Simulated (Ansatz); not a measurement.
# Ge(OH)4 (GeH4O4): one molecule under many settings

Aim: run Ge(OH)4 (GeH4O4) under a spread of inputs, and see what each costs and gives.

Program: Ansatz 0.2.0, Gaussian basis. Level of theory: the settings change from run to run. These are calculated values, not measurements.

## Step 1: The molecule

The geometry comes from an earlier relaxation with PBE-D4/def2-SVP; it is a stationary point, not always the lowest conformer.

9 atoms, charge 0, spin multiplicity 1.

Atoms are counted from 1 here; the program's logs count them from 0.

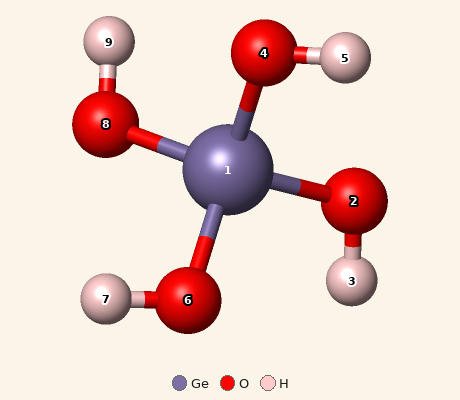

The structure; germanium purple, oxygen red, hydrogen pink; atoms are numbered from 1 in the order of the file.

## Step 2: PBE-QIDH/cc-pVDZ

Set apart from the defaults: finite nuclei, the search for lower states set to off.

The input, in.yaml:

```yaml
crystal:
  periodic: [false, false, false]
  atoms:
    - {symbol: Ge, position_ang: [0.000137, 0.000028, 0.000197]}
    - {symbol: O, position_ang: [0.029672, 0.097666, 1.777311]}
    - {symbol: H, position_ang: [-0.799936, 0.501540, 2.095776]}
    - {symbol: O, position_ang: [1.704591, -0.062266, -0.509290]}
    - {symbol: H, position_ang: [2.252629, 0.442772, 0.121062]}
    - {symbol: O, position_ang: [-0.960715, 1.395713, -0.545216]}
    - {symbol: H, position_ang: [-1.330467, 1.211572, -1.429630]}
    - {symbol: O, position_ang: [-0.773276, -1.431188, -0.722287]}
    - {symbol: H, position_ang: [-0.122624, -2.155837, -0.787933]}
basis:
  gaussian: {orbitals: cc-pVDZ, nuclear_model: gaussian}
hamiltonian: {xc: {name: PBE-QIDH}}
scf: {lower_state_search: off}
output: {forces: true}
```

On the command line:

```bash
> ansatz run in.yaml --threads 4 --pin off --events-out ev --progress --plain --max-ram 3916MiB
```

The log of the run, shortened:

```text
Functional definition: PBE-QIDH
  name "PBE-QIDH"
  cite "Brémond, Sancho-García, Pérez-Jiménez & Adamo, J. Chem. Phys. 141, 031101 (2014) doi:10.1063/1.4890314"
  cite "Perdew, Burke & Ernzerhof, Phys. Rev. Lett. 77, 3865 (1996) doi:10.1103/PhysRevLett.77.3865"
[...]
1013 factors; integrals over basis functions are off by at most 1.4e-3 eV
[...]
mean field -64735.56904856 eV, -2378.9882831900 hartree, gradient 2.2e-6 eV, S^2 0.000000; 0 other end points of the search recorded, 0 dependent functions left out
13 core orbitals not correlated: weight in the atoms' cores, before any rotation towards them, 1.000 or more for the frozen orbitals, at most 0.000 for the correlated occupied ones
reference -64735.56905807 eV, -2378.9882835393 hartree; 21, 21 occupied and 69, 69 virtual orbitals, 1013 factors
second order -26.84158712 eV of doubles, -0.00000000 eV of singles
[...]
Total energy: -64744.51625378 eV, -2379.3170869169 hartree
Atom 0 at     0.000137     0.000028     0.000197 Å, force     0.000742    -0.000103    -0.000276 eV/Å
Atom 1 at     0.029672     0.097666     1.777311 Å, force    -0.620301     0.243521    -0.304627 eV/Å
Atom 2 at    -0.799936     0.501540     2.095776 Å, force     0.603396    -0.293572    -0.237690 eV/Å
Atom 3 at     1.704591    -0.062266    -0.509290 Å, force    -0.121217     0.403474     0.598048 eV/Å
Atom 4 at     2.252629     0.442772     0.121062 Å, force    -0.404755    -0.367365    -0.455598 eV/Å
Atom 5 at    -0.960715     1.395713    -0.545216 Å, force     0.040402    -0.546606    -0.486439 eV/Å
Atom 6 at    -1.330467     1.211572    -1.429630 Å, force     0.272047     0.129149     0.645703 eV/Å
Atom 7 at    -0.773276    -1.431188    -0.722287 Å, force     0.699735    -0.100817     0.190704 eV/Å
Atom 8 at    -0.122624    -2.155837    -0.787933 Å, force    -0.470050     0.532320     0.050174 eV/Å
Dipole moment:    -0.000063     0.000079    -0.000260 e Å
Checks for a lower state left out: starts, cluster_reference, orbital_swaps, neighbouring_geometries, increment
```

Wall time 5.5 s (4 threads of Intel Xeon at 2.70GHz, shared host).

Largest force 0.733 eV/Å, dipole 0.00 D.

## Step 3: PBE0/def2-SVPD

Set apart from the defaults: multiplicity 3, atoms shaken by 0.15 Å, D3(BJ) with three-body dispersion.

The input, in.yaml:

```yaml
crystal:
  periodic: [false, false, false]
  atoms:
    - {symbol: Ge, position_ang: [-0.056204, -0.083352, 0.158413]}
    - {symbol: O, position_ang: [-0.050877, -0.074158, 1.588664]}
    - {symbol: H, position_ang: [-1.037752, 0.473124, 2.032962]}
    - {symbol: O, position_ang: [1.610289, 0.070902, -0.658843]}
    - {symbol: H, position_ang: [2.484235, 0.716645, 0.170141]}
    - {symbol: O, position_ang: [-0.773916, 1.539200, -0.613090]}
    - {symbol: H, position_ang: [-1.588890, 1.283004, -1.251657]}
    - {symbol: O, position_ang: [-0.732625, -1.470097, -0.737992]}
    - {symbol: H, position_ang: [-0.136091, -2.267738, -0.833289]}
basis:
  gaussian: {orbitals: def2-SVPD}
magnetization: {spin_polarized: true, initial_magnetization: 2}
hamiltonian: {xc: {name: PBE0}, dispersion: d3bjatm}
scf: {omitted_lower_state_checks: [starts]}
output: {forces: true}
```

Launched as before.

The log of the run, shortened:

```text
Functional definition: PBE0
  name "PBE0"
  cite "Adamo & Barone, J. Chem. Phys. 110, 6158 (1999) doi:10.1063/1.478522"
  cite "Perdew, Burke & Ernzerhof, Phys. Rev. Lett. 77, 3865 (1996) doi:10.1103/PhysRevLett.77.3865"
  parent pbe
[...]
1440 factors; their error is unknown
[...]
mean field -64735.60991703 eV, -2378.9897850784 hartree, gradient 2.9e-5 eV, S^2 2.006199; 0 other end points of the search recorded, 0 dependent functions left out
[...]
reference -64735.60996118 eV, -2378.9897867008 hartree; 35, 33 occupied and 127, 129 virtual orbitals, 1440 factors
Total energy: -64735.75027737 eV, -2378.9949432256 hartree
Atom 0 at    -0.056204    -0.083352     0.158413 Å, force    -0.483976     1.501599   -24.139242 eV/Å
Atom 1 at    -0.050877    -0.074158     1.588664 Å, force    -4.709532     2.708672    23.996769 eV/Å
Atom 2 at    -1.037752     0.473124     2.032962 Å, force     4.365801    -2.359417    -1.475223 eV/Å
Atom 3 at     1.610289     0.070902    -0.658843 Å, force    -0.272643    -0.286805    -0.421769 eV/Å
Atom 4 at     2.484235     0.716645     0.170141 Å, force     0.595079     0.428026     0.523856 eV/Å
Atom 5 at    -0.773916     1.539200    -0.613090 Å, force    -2.165813    -3.139421    -0.941894 eV/Å
Atom 6 at    -1.588890     1.283004    -1.251657 Å, force     2.988002     0.818551     2.129354 eV/Å
Atom 7 at    -0.732625    -1.470097    -0.737992 Å, force     0.670096    -1.179116     0.127847 eV/Å
Atom 8 at    -0.136091    -2.267738    -0.833289 Å, force    -0.987014     1.507913     0.200302 eV/Å
Dipole moment:    -0.662870    -0.389892     0.259999 e Å
Checks for a lower state left out: starts
```

Wall time 5.5 s (4 threads of Intel Xeon at 2.70GHz, shared host); peak memory 0.62 GiB.

Largest force 24.604 eV/Å, dipole 3.90 D, ⟨S²⟩ 2.006.

## Step 4: rPW86-PBE/6-31G

This run has density fitting with cc-pVTZ-jkfit, D4 dispersion, the search for lower states set to light.

The input, in.yaml:

```yaml
crystal:
  periodic: [false, false, false]
  atoms:
    - {symbol: Ge, position_ang: [0.000137, 0.000028, 0.000197]}
    - {symbol: O, position_ang: [0.029672, 0.097666, 1.777311]}
    - {symbol: H, position_ang: [-0.799936, 0.501540, 2.095776]}
    - {symbol: O, position_ang: [1.704591, -0.062266, -0.509290]}
    - {symbol: H, position_ang: [2.252629, 0.442772, 0.121062]}
    - {symbol: O, position_ang: [-0.960715, 1.395713, -0.545216]}
    - {symbol: H, position_ang: [-1.330467, 1.211572, -1.429630]}
    - {symbol: O, position_ang: [-0.773276, -1.431188, -0.722287]}
    - {symbol: H, position_ang: [-0.122624, -2.155837, -0.787933]}
basis:
  gaussian: {orbitals: 6-31G, fitting: {mean_field: cc-pVTZ-jkfit}}
hamiltonian: {xc: {name: rPW86-PBE}, dispersion: d4}
scf: {lower_state_search: light}
output: {forces: true}
```

The command is unchanged.

The log of the run, shortened:

```text
Functional definition: rPW86-PBE
  name "rPW86-PBE"
  cite "Murray, Lee & Langreth, J. Chem. Theory Comput. 5, 2754 (2009) doi:10.1021/ct900365q"
  cite "Perdew, Burke & Ernzerhof, Phys. Rev. Lett. 77, 3865 (1996) doi:10.1103/PhysRevLett.77.3865"
  parent pbe
[...]
643 factors; integrals over basis functions are off by at most 2.6e-2 eV
[...]
mean field -64798.53202934 eV, -2381.3021300558 hartree, gradient 3.7e-5 eV, S^2 0.000000; 0 other end points of the search recorded, 0 dependent functions left out
[...]
reference -64798.53213677 eV, -2381.3021340038 hartree; 34, 34 occupied and 39, 39 virtual orbitals, 643 factors
Total energy: -64798.72768573 eV, -2381.3093202953 hartree
Atom 0 at     0.000137     0.000028     0.000197 Å, force     0.001671    -0.000449     0.000076 eV/Å
Atom 1 at     0.029672     0.097666     1.777311 Å, force     0.247814    -0.030180     0.399298 eV/Å
Atom 2 at    -0.799936     0.501540     2.095776 Å, force    -0.397068     0.238353     0.571254 eV/Å
Atom 3 at     1.704591    -0.062266    -0.509290 Å, force     0.328321    -0.193819    -0.275722 eV/Å
Atom 4 at     2.252629     0.442772     0.121062 Å, force     0.670545     0.221442     0.203345 eV/Å
Atom 5 at    -0.960715     1.395713    -0.545216 Å, force    -0.209606     0.408354     0.105170 eV/Å
Atom 6 at    -1.330467     1.211572    -1.429630 Å, force    -0.420919     0.227566    -0.557863 eV/Å
Atom 7 at    -0.773276    -1.431188    -0.722287 Å, force    -0.367419    -0.184457    -0.229522 eV/Å
Atom 8 at    -0.122624    -2.155837    -0.787933 Å, force     0.146662    -0.686811    -0.216035 eV/Å
Dipole moment:    -0.000084     0.000095    -0.000312 e Å
```

Wall time 1.4 s (4 threads of Intel Xeon at 2.70GHz, shared host).

Largest force 0.735 eV/Å, dipole 0.00 D.

## Step 5: PBEsol/aug-cc-pVDZ

Options: density fitting with cc-pVTZ-jkfit, D3(BJ) with three-body dispersion, the search for lower states set to off.

Edit in.yaml of step 4 so:

```diff
@@ -13,5 +13,4 @@
 basis:
-  gaussian: {orbitals: 6-31G, fitting: {mean_field: cc-pVTZ-jkfit}}
-hamiltonian: {xc: {name: rPW86-PBE}, dispersion: d4}
-scf: {lower_state_search: light}
-output: {forces: true}
+  gaussian: {orbitals: aug-cc-pVDZ, fitting: {mean_field: cc-pVTZ-jkfit}}
+hamiltonian: {xc: {name: PBEsol}, dispersion: d3bjatm}
+scf: {lower_state_search: off}
```

The command is unchanged.

The log of the run, shortened:

```text
Functional definition: PBEsol
  name "PBEsol"
  cite "Perdew et al., Phys. Rev. Lett. 100, 136406 (2008) doi:10.1103/PhysRevLett.100.136406"
  cite "Perdew, Burke & Ernzerhof, Phys. Rev. Lett. 77, 3865 (1996) doi:10.1103/PhysRevLett.77.3865"
  parent pbesol
[...]
643 factors; integrals over basis functions are off by at most 2.0e-1 eV
[...]
mean field -64690.15257874 eV, -2377.3192587084 hartree, gradient 1.5e-6 eV, S^2 0.000000; 0 other end points of the search recorded, 0 dependent functions left out
reference -64690.15263127 eV, -2377.3192606388 hartree; 34, 34 occupied and 130, 130 virtual orbitals, 643 factors
Total energy: -64690.21100493 eV, -2377.3214058311 hartree
Checks for a lower state left out: stability, starts, cluster_reference, orbital_swaps, neighbouring_geometries, increment
```

Run time: 0.86 s. Hardware: 4 threads of Intel Xeon at 2.70GHz, shared host.

## Step 6: The runs in one table

| level | charge | multiplicity | geometry | functions | energy (eV) | time |
| --- | --- | --- | --- | --- | --- | --- |
| PBE-QIDH/cc-pVDZ | 0 | 1 | relaxed | 103 | -64744.516 | 5.5 s |
| PBE0/def2-SVPD | 0 | 3 | shaken | 162 | -64735.750 | 5.5 s |
| rPW86-PBE/6-31G | 0 | 1 | relaxed | 73 | -64798.728 | 1.4 s |
| PBEsol/aug-cc-pVDZ | 0 | 1 | relaxed | 164 | -64690.211 | 0.86 s |

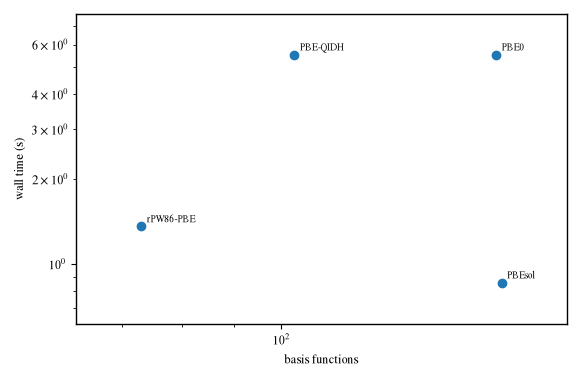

Wall time against the number of basis functions (shared host).

## Step 7: Outcome

| quantity | value |
| --- | --- |
| runs | 4 |
| quickest | PBEsol/aug-cc-pVDZ, 0.86 s |
| slowest | PBE-QIDH/cc-pVDZ, 5.5 s |
| spread of total energies, same state and geometry | 108.5 eV |
| dipole, same state and geometry | 0.00 to 0.00 D |

What this shows: PBE-QIDH/cc-pVDZ took 6 times as long as PBEsol/aug-cc-pVDZ. The jobs differ in tasks and options as well as level. The totals spread over 109 eV; they can't be compared across methods or bases. At the PBE-D4/def2-SVP geometry and in the same state, runs without warnings or point charges leave forces up to 0.74 eV/Å (rPW86-PBE/6-31G).
